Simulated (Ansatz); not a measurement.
**Strontium, bcc under PBEsol: from relaxation to bulk modulus**

The plan for strontium in the bcc structure: relax it, solve it on a dense k-mesh, then scale the cell to 7 volumes from 88 to 112 % of the relaxed one and try a fit of the equation of state. Spin polarisation is left out. The k-meshes are 9×9×9 for the relaxation; 16×16×16 for the dense run; 11×11×11 for the volumes.

This is Sr in the bcc structure; at room conditions it is fcc.

Method: DFT PBEsol, plane waves (420 eV) with PAW, scalar-relativistic; the PAW data stem from PBE, with regenerated cores, in Ansatz 0.2.0.

## (1) Starting point

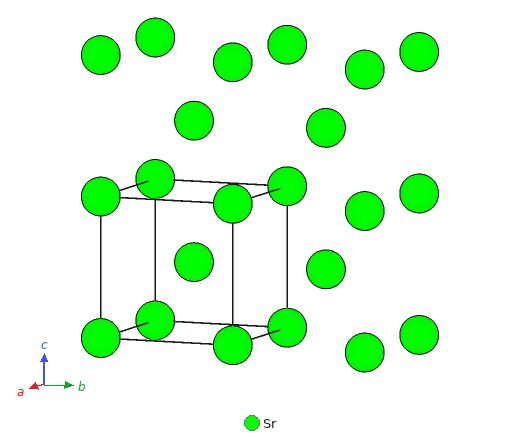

Start, viewed slightly off an axis; strontium green. 1×2×2 conventional cells are drawn; the run uses a primitive one. Any atoms on the faces are drawn again on the opposite ones.

As a file:

```
CELL_PARAMETERS angstrom
-2.41471 2.41471 2.41471
2.41471 -2.41471 2.41471
2.41471 2.41471 -2.41471
ATOMIC_POSITIONS crystal
Sr 0.00000 0.00000 0.00000
```

## (2) Relaxing cell and atoms

input.yaml

```yaml
crystal:
  lattice:
    - [-2.4147147952, 2.4147147952, 2.4147147952]
    - [2.4147147952, -2.4147147952, 2.4147147952]
    - [2.4147147952, 2.4147147952, -2.4147147952]
  atoms:
    - { symbol: Sr, position: [0.0, 0.0, 0.0] }
hamiltonian:
  xc: pbesol
  pseudopotentials:
    kind: paw
    azcp:
      Sr: "pseudopotentials/Sr.paw.azcp"
basis:
  ecutwfc: 420
  fft_grid_basis: typed
kpoints:
  mp_grid: { grid: [9, 9, 9], shift: [0, 0, 0] }
magnetization:
  spin_polarized: false
scf:
  occupations: { method: fermi_dirac, width: 0.1 }
relax:
  max_steps: 60
  f_tol: 0.01
  cell: {}
```

Started as:

```
$ ansatz run input.yaml --threads 2 --pin off --max-ram 5120MiB --backend cpu --events-out ev --progress --plain --runs-dir out
```

The program printed:

```text
Warning: <dir> the record states the generating functional pbe (its physics header spells it `PBE`), which answers neither for hamiltonian.xc's functional nor for the pbesol family's — results may be inconsistent (PPs are generated against a specific XC)
Warning: RAYON_NUM_THREADS=2 ignored (pool sized by the plan → 2); use --threads N
Engine: ansatz 0.2.0, aarch64-unknown-linux-gnu
Pseudopotentials: kind: paw
Pseudopotential: Sr, paw, valence charge 10, recommended cutoff 420 eV (normal), <dir>
Functional definition: PBEsol
  exchange = pbesol_x
  correlation = pbesol_c
Crystal: 1 atoms, lattice volume = 56.319 Å³
Basis set: ecut = 420 eV, 1061 PW (Γ), exchange–correlation on 60×60×60 points (8 copies of the dense FFT grid, shifted against one another)
Bands: 9, of which v1, the nominal top of the filled ones, is band 5 counted from 1 (4 counted from 0)
Symmetry: 48 space group operations
Space group: Im-3m (ITA 229), of the structure as read, at distance tolerance 3.8e-5 Å
k-points: 35 of 729
Non-local potential: Sr, projectors of the file, l = 0: 3, l = 1: 2, l = 2: 2
PAW form: soft (Blöchl's): semilocal exchange-correlation on the pseudo side does not see the compensation charge
PAW frozen core: Sr, regenerated for the run's functional, and the local potential with it (the file was generated under x = pbe(κ = 0.804, μ = 0.2195149727645171), c = pbe(β = 0.06672455060314922))
PAW one-centre angular grid: Sr, 110 points (default); XC on 64 Gauss nodes
Initial density: superposition of atomic densities (neutral atoms: chi_scale 0, normalization atom), corrected by the library's trained network
Initial wavefunctions: pseudopotential atomic-orbital guess
Functional: x = pbesol(κ = 0.804, μ = 0.12345679012345678), c = pbesol(β = 0.046)
SCF iter   1: F=—  HF=-3492.212672 eV  |F-HF|=—  |Δ(HF+E_count)|=         —  Δρ=1.23e-3  dr2=4.12e-4  ethr=1.77e-3  ⟨swp⟩=6.7  Hψ=2729  notcnv=0
preconditioner: auto → Kerker (q_TF=auto, 2.045 Å⁻¹)  [metal: Δε(μ)=0.015 eV  Ē_g=3.484 eV  σ=0.100 eV  W_gap=0.04  n_scr=12 (ndim 8)  ℏωp=7.0 eV  f_vac=0.000  D(μ)=1.45/eV (n_scr^D=12)]
SCF iter   2: F=—  HF=-3492.213173 eV  |F-HF|=—  |Δ(HF+E_count)|=   5.00e-4  Δρ=5.36e-4  dr2=9.49e-5  ethr=4.12e-6  ⟨swp⟩=3.1  Hψ=883  notcnv=0
SCF iter   3: F=—  HF=-3492.213224 eV  |F-HF|=—  |Δ(HF+E_count)|=   5.07e-5  Δρ=1.27e-4  dr2=7.50e-6  ethr=9.49e-7  ⟨swp⟩=2.0  Hψ=382  notcnv=0
SCF iter   4: F=—  HF=-3492.213224 eV  |F-HF|=—  |Δ(HF+E_count)|=   4.83e-7  Δρ=2.05e-5  dr2=2.92e-7  ethr=7.50e-8  ⟨swp⟩=2.5  Hψ=413  notcnv=0
iter 5 did not close the SCF: its close was put off for the readings that it lacked (scf_convergence_deferred on its scf_iter line)
SCF iter   5: F=-3492.213224 eV  HF=-3492.213224 eV  |F-HF|=4.28e-9  |Δ(HF+E_count)|=   3.91e-8  Δρ=6.35e-6  dr2=1.86e-8  ethr=2.92e-9  ⟨swp⟩=2.1  Hψ=420  notcnv=0
SCF iter   6: F=-3492.213224 eV  HF=-3492.213224 eV  |F-HF|=2.73e-11  |Δ(HF+E_count)|=   5.00e-9  Δρ=1.00e-6  dr2=3.12e-10  ethr=1.86e-10  ⟨swp⟩=2.7  Hψ=1134  notcnv=0
SCF 1 converged in 6 iterations: F = -3492.213224 eV  dr2 = 3.12e-10
relax step   1: F+E_penalty+E_count = -3492.21322407 eV  Δ(F+E_penalty+E_count) = +0.000e0 eV  max|allowed force component| = 0.000e0 eV/Å  Δτ_max = 0.0000 Å  P = -0.960 GPa  Ω = 56.319 Å³  (6 SCF iters, dr2 threshold 1.00e-7 eV, accepted)
Crystal: 1 atoms, lattice volume = 54.845 Å³
Basis set: ecut = 420 eV, 1055 PW (Γ), exchange–correlation on 60×60×60 points (8 copies of the dense FFT grid, shifted against one another)
Initial density: handed on by an earlier stage of this run
Initial wavefunctions: those handed on with the density
iter 1 solved again at ethr=2.89e-7 eV; its pass at ethr=3.10e-3 eV (dr2=2.89e-5 eV) is discarded
SCF iter   1: F=—  HF=-3492.220976 eV  |F-HF|=—  |Δ(HF+E_count)|=         —  Δρ=2.73e-4  dr2=3.28e-5  ethr=2.89e-7  ⟨swp⟩=2.7  Hψ=3216  notcnv=0
preconditioner: auto → Kerker (q_TF=auto, 2.054 Å⁻¹)  [metal: Δε(μ)=0.044 eV  Ē_g=3.525 eV  σ=0.100 eV  W_gap=0.11  n_scr=12 (ndim 8)  ℏωp=7.1 eV  f_vac=0.000  D(μ)=1.40/eV (n_scr^D=12)]
SCF iter   2: F=—  HF=-3492.220980 eV  |F-HF|=—  |Δ(HF+E_count)|=   4.19e-6  Δρ=1.67e-4  dr2=1.39e-5  ethr=2.89e-7  ⟨swp⟩=1.0  Hψ=315  notcnv=0
SCF iter   3: F=—  HF=-3492.220985 eV  |F-HF|=—  |Δ(HF+E_count)|=   4.28e-6  Δρ=2.21e-5  dr2=4.23e-7  ethr=1.39e-7  ⟨swp⟩=2.0  Hψ=456  notcnv=0
SCF iter   4: F=-3492.220985 eV  HF=-3492.220985 eV  |F-HF|=1.50e-9  |Δ(HF+E_count)|=   3.91e-8  Δρ=2.78e-6  dr2=4.81e-9  ethr=1.00e-9  ⟨swp⟩=5.0  Hψ=1137  notcnv=0
SCF 2 converged in 4 iterations: F = -3492.220985 eV  dr2 = 4.81e-9
relax step   2: F+E_penalty+E_count = -3492.22098474 eV  Δ(F+E_penalty+E_count) = -7.761e-3 eV  max|allowed force component| = 0.000e0 eV/Å  Δτ_max = 0.0000 Å  P = -0.719 GPa  Ω = 54.845 Å³  energy of the carried Pulay correction = +1.864e-5 eV  (4 SCF iters, dr2 threshold 1.00e-7 eV, accepted)
Crystal: 1 atoms, lattice volume = 50.880 Å³
Basis set: ecut = 420 eV, 959 PW (Γ), exchange–correlation on 60×60×60 points (8 copies of the dense FFT grid, shifted against one another)
iter 1 solved again at ethr=2.33e-6 eV; its pass at ethr=3.10e-3 eV (dr2=2.33e-4 eV) is discarded
SCF iter   1: F=—  HF=-3492.229209 eV  |F-HF|=—  |Δ(HF+E_count)|=         —  Δρ=8.17e-4  dr2=2.41e-4  ethr=2.33e-6  ⟨swp⟩=3.5  Hψ=3421  notcnv=0
preconditioner: auto → Kerker (q_TF=auto, 2.080 Å⁻¹)  [metal: Δε(μ)=0.041 eV  Ē_g=3.633 eV  σ=0.100 eV  W_gap=0.10  n_scr=12 (ndim 8)  ℏωp=7.4 eV  f_vac=0.000  D(μ)=1.25/eV (n_scr^D=12)]
SCF iter   2: F=—  HF=-3492.229239 eV  |F-HF|=—  |Δ(HF+E_count)|=   2.94e-5  Δρ=4.89e-4  dr2=9.50e-5  ethr=2.33e-6  ⟨swp⟩=1.0  Hψ=315  notcnv=0
SCF iter   3: F=—  HF=-3492.229273 eV  |F-HF|=—  |Δ(HF+E_count)|=   3.41e-5  Δρ=6.74e-5  dr2=3.04e-6  ethr=9.50e-7  ⟨swp⟩=2.0  Hψ=457  notcnv=0
SCF iter   4: F=-3492.229274 eV  HF=-3492.229274 eV  |F-HF|=9.19e-11  |Δ(HF+E_count)|=   7.02e-7  Δρ=9.31e-6  dr2=2.57e-8  ethr=1.00e-9  ⟨swp⟩=3.9  Hψ=1398  notcnv=0
SCF 3 converged in 4 iterations: F = -3492.229274 eV  dr2 = 2.57e-8
relax step   3: F+E_penalty+E_count = -3492.22927363 eV  Δ(F+E_penalty+E_count) = -8.289e-3 eV  max|allowed force component| = 0.000e0 eV/Å  Δτ_max = 0.0000 Å  P = +0.099 GPa  Ω = 50.880 Å³  energy of the carried Pulay correction = +7.131e-5 eV  (4 SCF iters, dr2 threshold 1.00e-7 eV, accepted)
Crystal: 1 atoms, lattice volume = 51.329 Å³
iter 1 solved again at ethr=5.41e-8 eV; its pass at ethr=3.10e-3 eV (dr2=5.41e-6 eV) is discarded
SCF iter   1: F=—  HF=-3492.229392 eV  |F-HF|=—  |Δ(HF+E_count)|=         —  Δρ=9.71e-5  dr2=3.28e-6  ethr=5.41e-8  ⟨swp⟩=3.0  Hψ=3062  notcnv=0
preconditioner: auto → Kerker (q_TF=auto, 2.077 Å⁻¹)  [metal: Δε(μ)=0.039 eV  Ē_g=3.618 eV  σ=0.100 eV  W_gap=0.10  n_scr=12 (ndim 8)  ℏωp=7.3 eV  f_vac=0.000  D(μ)=1.27/eV (n_scr^D=12)]
SCF iter   2: F=—  HF=-3492.229393 eV  |F-HF|=—  |Δ(HF+E_count)|=   4.81e-7  Δρ=5.66e-5  dr2=1.19e-6  ethr=3.28e-8  ⟨swp⟩=1.0  Hψ=315  notcnv=0
SCF iter   3: F=—  HF=-3492.229393 eV  |F-HF|=—  |Δ(HF+E_count)|=   5.01e-7  Δρ=8.18e-6  dr2=3.89e-8  ethr=1.19e-8  ⟨swp⟩=2.0  Hψ=458  notcnv=0
SCF iter   4: F=-3492.229393 eV  HF=-3492.229393 eV  |F-HF|=7.82e-11  |Δ(HF+E_count)|=   1.79e-8  Δρ=1.31e-6  dr2=5.50e-10  ethr=2.44e-10  ⟨swp⟩=4.8  Hψ=1048  notcnv=0
SCF 4 converged in 4 iterations: F = -3492.229393 eV  dr2 = 5.50e-10
relax step   4: F+E_penalty+E_count = -3492.22939324 eV  Δ(F+E_penalty+E_count) = -1.196e-4 eV  max|allowed force component| = 0.000e0 eV/Å  Δτ_max = 0.0000 Å  P = -0.008 GPa  Ω = 51.329 Å³  energy of the carried Pulay correction = +6.516e-5 eV  (4 SCF iters, dr2 threshold 2.44e-8 eV, accepted)
Initial wavefunctions: pseudopotential atomic-orbital guess (no wavefunctions were taken with the density)
iter 1 solved again at ethr=8.83e-8 eV; its pass at ethr=3.10e-3 eV (dr2=8.83e-6 eV) is discarded
SCF iter   1: F=—  HF=-3492.229334 eV  |F-HF|=—  |Δ(HF+E_count)|=         —  Δρ=3.63e-5  dr2=8.96e-8  ethr=8.83e-8  ⟨swp⟩=4.6  Hψ=3953  notcnv=0
SCF iter   2: F=—  HF=-3492.229336 eV  |F-HF|=—  |Δ(HF+E_count)|=   2.34e-6  Δρ=1.83e-5  dr2=2.14e-8  ethr=8.96e-10  ⟨swp⟩=2.3  Hψ=493  notcnv=0
SCF iter   3: F=—  HF=-3492.229336 eV  |F-HF|=—  |Δ(HF+E_count)|=   3.14e-8  Δρ=1.06e-6  dr2=2.02e-10  ethr=2.14e-10  ⟨swp⟩=2.4  Hψ=487  notcnv=0
SCF iter   4: F=-3492.229336 eV  HF=-3492.229336 eV  |F-HF|=9.09e-13  |Δ(HF+E_count)|=  8.64e-11  Δρ=1.41e-7  dr2=4.64e-12  ethr=1.00e-12  ⟨swp⟩=6.9  Hψ=1463  notcnv=0
SCF 5 converged in 4 iterations: F = -3492.229336 eV  dr2 = 4.64e-12
relax step   5: F+E_penalty+E_count = -3492.22933590 eV  Δ(F+E_penalty+E_count) = +5.734e-5 eV  max|allowed force component| = 0.000e0 eV/Å  Δτ_max = 0.0000 Å  P = -0.009 GPa  Ω = 51.329 Å³  stress off target by 8.70e-3 GPa  SCF on the basis re-selected at this cell (its energy is not comparable with the rows above)  (4 SCF iters)
basis re-selected at this cell: Δ(F+E_penalty+E_count) = +5.734e-5 eV, ΔP = -0.001 GPa vs the last step (what re-selecting the basis moved, of the pressure what is left beyond the Pulay correction that the steps carried, after the strain that the cell walked since its last selection, with what the two solves' SCF thresholds leave and, on support functions, any second-order correction that the steps lacked; it is no measure of the basis error at this ecutwfc). This SCF's stress stands 8.70e-3 GPa from its target on what of the cell is left free (relax.cell.stress_tol is 5.00e-2 GPa) and its largest allowed force component is 0.00e0 eV/Å (relax.f_tol is 1.00e-2 eV/Å): within both
SCF converged after 4 iterations
Free energy (F): -3492.229336 eV
Harris-Foulkes:  -3492.229336 eV  (|F-HF|=9.09e-13)
Internal energy: -3492.186909 eV  (E = F + TS)
E sigma→0 (E₀):  -3492.208123 eV
Entropy (-TS):   -0.042427 eV (-42.427 meV/atom)
Fermi energy:    5.452011 eV
--- Per-component energies (eV) ---
  E_band       = -130.756631
  E_kinetic    = 241.959073
  E_local      = -752.996118  (includes V_loc(G=0)·N_el)
  E_nonlocal   = 204.241617
  E_hartree    = 188.302985
  E_xc         = -169.670343
  E_vxc        = -158.870266  (∫ρ·V_xc dr)
  E_paw        = -2644.570184  (= ΣΔE_a)
  E_vpaw       = -41.696936  (= ΣTr[D̂ρ^β])
  E_aug_tail   = -0.000001  (compensation charges beyond the density's cutoff)
  E_ewald      = -559.588285
  E_core_change = 0.134347  (= ΣΔE_core)
  E_smearing   = -0.042427  (= −TS)
  E_closure    = 0.000000  (closes the sum)
  Σ components = -3492.229336   (vs F -3492.229336, Δ=0.00e0)
--- Forces (eV/Å), atoms counted from 1 ---
  atom   1  Sr     0.00000000    -0.00000000     0.00000000
  max |Σ_I F_I| component: 1.21e-31 eV/Å
--- Stress (GPa, compression-positive) ---
       -0.008704      -0.000000       0.000000
       -0.000000      -0.008704       0.000000
       -0.000000       0.000000      -0.008704
  P = ⅓ Tr σ = -0.0087 GPa (-0.087 kbar)
--- Relaxed structure (4 steps of the walk, 4 accepted, 1 SCFs on fresh bases) ---
  F+E_penalty+E_count = -3492.22933590 eV   max|allowed force component| = 0.000e0 eV/Å   (the final SCF, on the basis selected at the relaxed cell)
  cell:  # Å, volume = 51.3286 Å³
    - [-2.341170859576407, 2.341170859576407, 2.341170859576407]
    - [2.341170859576407, -2.341170859576407, 2.341170859576407]
    - [2.341170859576407, 2.341170859576407, -2.341170859576407]
  atoms:
    - { symbol: Sr, position: [0.0, 0.0, 0.0] }
```

Wall time 2.5 s (2 threads of Arm Neoverse V1, shared host); peak memory 0.29 GiB.

Relaxation path:

```tsv
step	energy change (meV/atom)	largest force (eV/Å)	pressure (GPa)	volume (Å³/atom)
1	0.00	0.0000	-0.96	56.319
2	-7.76	0.0000	-0.72	54.845
3	-16.05	0.0000	0.10	50.880
4	-16.17	0.0000	-0.01	51.329
5	-16.11	0.0000	-0.01	51.329
```

Steps that repeat a cell are solved on a basis chosen anew, so their changes of energy are no gain of the relaxation.

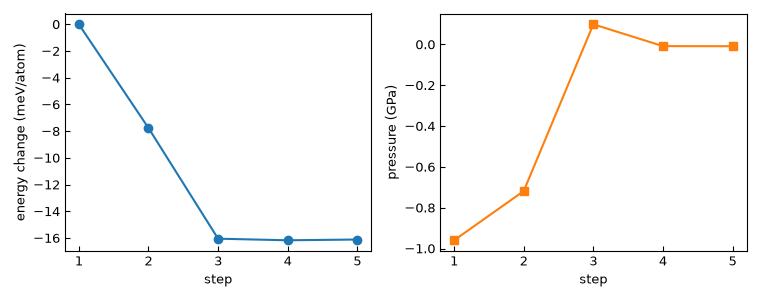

Energy and pressure over the accepted steps.

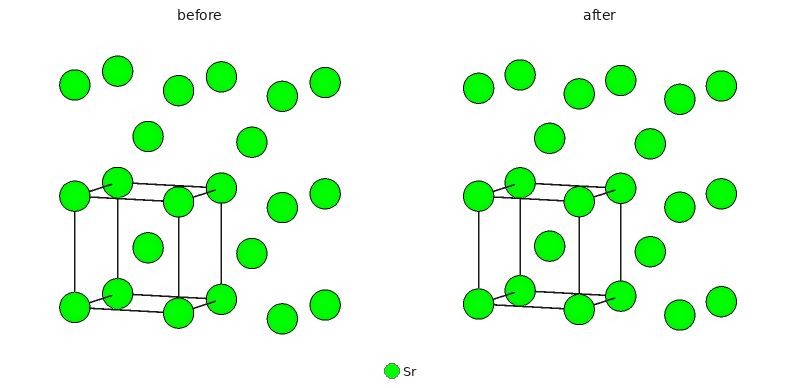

Before and after, at one scale. The cells drawn are those of the first picture.

The cell of the run, before and after:

|  | before | after | change |
| --- | --- | --- | --- |
| a (Å) | 4.182 | 4.055 | -3.0 % |
| b (Å) | 4.182 | 4.055 | -3.0 % |
| c (Å) | 4.182 | 4.055 | -3.0 % |
| volume (Å³/atom) | 56.319 | 51.329 | -8.9 % |
| shortest distance (Å) | 4.182 | 4.055 | -3.0 % |
| space group (spins left aside) | Im-3m | Im-3m | same |

## (3) Dense single point

input.yaml

```yaml
crystal:
  lattice:
    - [-2.3411708596, 2.3411708596, 2.3411708596]
    - [2.3411708596, -2.3411708596, 2.3411708596]
    - [2.3411708596, 2.3411708596, -2.3411708596]
  atoms:
    - { symbol: Sr, position: [0.0, 0.0, 0.0] }
hamiltonian:
  xc: pbesol
  pseudopotentials:
    kind: paw
    azcp:
      Sr: "pseudopotentials/Sr.paw.azcp"
basis:
  ecutwfc: 420
  fft_grid_basis: typed
kpoints:
  mp_grid: { grid: [16, 16, 16], shift: [0, 0, 0] }
magnetization:
  spin_polarized: false
scf:
  occupations: { method: fermi_dirac, width: 0.1 }
```

Started as:

```
$ ansatz run input.yaml --threads 2 --pin off --max-ram 5120MiB --backend cpu --events-out ev --progress --plain --runs-dir out
```

The program printed, cut to the lines that bear on the results:

```text
Warning: <dir> the record states the generating functional pbe (its physics header spells it `PBE`), which answers neither for hamiltonian.xc's functional nor for the pbesol family's — results may be inconsistent (PPs are generated against a specific XC)
Warning: RAYON_NUM_THREADS=2 ignored (pool sized by the plan → 2); use --threads N
[...]
Pseudopotentials: kind: paw
Pseudopotential: Sr, paw, valence charge 10, recommended cutoff 420 eV (normal), <dir>
Functional definition: PBEsol
[...]
Crystal: 1 atoms, lattice volume = 51.329 Å³
Basis set: ecut = 420 eV, 959 PW (Γ)
Bands: 9, of which v1, the nominal top of the filled ones, is band 5 counted from 1 (4 counted from 0)
Symmetry: 48 space group operations
Space group: Im-3m (ITA 229), of the structure as read, at distance tolerance 3.7e-5 Å
k-points: 145 of 4096
[...]
SCF iter   1: F=—  HF=-3492.229298 eV  |F-HF|=—  |Δ(HF+E_count)|=         —  Δρ=1.42e-3  dr2=6.90e-4  ethr=1.77e-3  ⟨swp⟩=6.5  Hψ=11374  notcnv=0
[...]
SCF iter   6: F=-3492.229784 eV  HF=-3492.229784 eV  |F-HF|=3.04e-10  |Δ(HF+E_count)|=   1.63e-8  Δρ=1.29e-6  dr2=5.75e-10  ethr=4.33e-10  ⟨swp⟩=1.0  Hψ=3777  notcnv=0
[...]
SCF converged after 6 iterations
Free energy (F): -3492.229784 eV
[...]
E sigma→0 (E₀):  -3492.209559 eV
Entropy (-TS):   -0.040450 eV (-40.450 meV/atom)
Fermi energy:    5.445024 eV
[...]
```

Run time: 1.8 s. Hardware: 2 threads of Arm Neoverse V1, shared host; peak memory 0.33 GiB.

## (4) Equation of state: 88 %

input.yaml

```yaml
crystal:
  lattice:
    - [-2.2435065091, 2.2435065091, 2.2435065091]
    - [2.2435065091, -2.2435065091, 2.2435065091]
    - [2.2435065091, 2.2435065091, -2.2435065091]
  atoms:
    - { symbol: Sr, position: [0.0, 0.0, 0.0] }
hamiltonian:
  xc: pbesol
  pseudopotentials:
    kind: paw
    azcp:
      Sr: "pseudopotentials/Sr.paw.azcp"
basis:
  ecutwfc: 420
  fft_grid_basis: typed
kpoints:
  mp_grid: { grid: [11, 11, 11], shift: [0, 0, 0] }
magnetization:
  spin_polarized: false
scf:
  occupations: { method: fermi_dirac, width: 0.1 }
  lower_state_search: "off"
output:
  stress: true
```

Started as:

```
$ ansatz run input.yaml --threads 2 --pin off --max-ram 5120MiB --backend cpu --events-out ev --progress --plain --runs-dir out
```

The program printed, cut to the lines that bear on the results:

```text
Warning: <dir> the record states the generating functional pbe (its physics header spells it `PBE`), which answers neither for hamiltonian.xc's functional nor for the pbesol family's — results may be inconsistent (PPs are generated against a specific XC)
Warning: RAYON_NUM_THREADS=2 ignored (pool sized by the plan → 2); use --threads N
[...]
Pseudopotentials: kind: paw
Pseudopotential: Sr, paw, valence charge 10, recommended cutoff 420 eV (normal), <dir>
Functional definition: PBEsol
[...]
Crystal: 1 atoms, lattice volume = 45.169 Å³
Basis set: ecut = 420 eV, 935 PW (Γ)
Bands: 9, of which v1, the nominal top of the filled ones, is band 5 counted from 1 (4 counted from 0)
Symmetry: 48 space group operations
Space group: Im-3m (ITA 229), of the structure as read, at distance tolerance 3.6e-5 Å
k-points: 56 of 1331
[...]
SCF iter   1: F=—  HF=-3492.195302 eV  |F-HF|=—  |Δ(HF+E_count)|=         —  Δρ=1.51e-3  dr2=6.76e-4  ethr=1.77e-3  ⟨swp⟩=6.3  Hψ=4392  notcnv=0
[...]
SCF iter   6: F=-3492.195716 eV  HF=-3492.195716 eV  |F-HF|=2.34e-10  |Δ(HF+E_count)|=   1.80e-9  Δρ=1.18e-6  dr2=6.93e-10  ethr=2.59e-10  ⟨swp⟩=2.7  Hψ=1845  notcnv=0
[...]
SCF converged after 6 iterations
Free energy (F): -3492.195716 eV
[...]
E sigma→0 (E₀):  -3492.178236 eV
Entropy (-TS):   -0.034959 eV (-34.959 meV/atom)
Fermi energy:    6.394989 eV
[...]
--- Stress (GPa, compression-positive) ---
        1.915497       0.000000       0.000000
        0.000000       1.915497       0.000000
        0.000000      -0.000000       1.915497
  P = ⅓ Tr σ = 1.9155 GPa (19.155 kbar)
```

Run time: 0.83 s. Hardware: 2 threads of Arm Neoverse V1, shared host; peak memory 0.27 GiB.

[end of part 1 of 2]
